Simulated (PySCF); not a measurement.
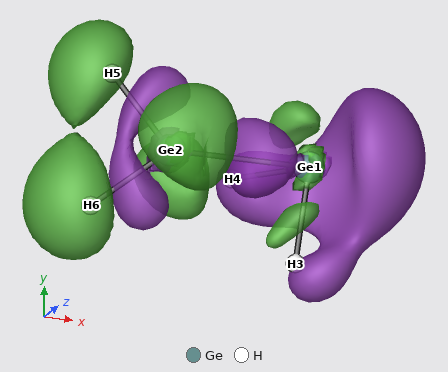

Figure 1: Ge2H4, SMILES `[GeH2]=[GeH2]`. Change of the electron density in a uniform field of 0.10 V/Å, surfaces at ±0.001 e/Å³ (purple: gain, green: loss).

Level of theory: PBE/aug-cc-pVDZ (PySCF), at a geometry from GFN2-xTB. No frequency check shows the geometry to be a minimum. GFN2-xTB bond lengths at metals and heavier atoms can be off by up to 0.1 Å and shapes distorted, which carries into these values.

Coordinates in Å:

```
Ge1      1.2752    0.0401    0.0290
Ge2     -1.1908   -0.0084    0.0469
H3       1.1267   -1.5456   -0.1876
H4       0.5956    0.2061   -1.4842
H5      -2.0442    1.2895   -0.3291
H6      -2.3811   -0.9644   -0.4310
```

Along which Cartesian direction does the field point?

Along −x: electrons gather on the +x side, against the field.

What dipole is induced, and what polarisability does it imply?

The induced dipole is 0.58 D (along the field); α along this axis, from the fields in both directions, is 115 bohr³ (17.0 Å³).

Which atoms gain and lose the most charge?

Electrons gather most on Ge1 (Hirshfeld charge changes by −0.021 e) and leave Ge2 most (+0.011 e); 0.035 electrons are displaced in all.

The PySCF run took 16 s on 1 thread of AMD EPYC 9R45 96-Core Processor (Zen 5) (shared host), peak memory 0.42 GiB.
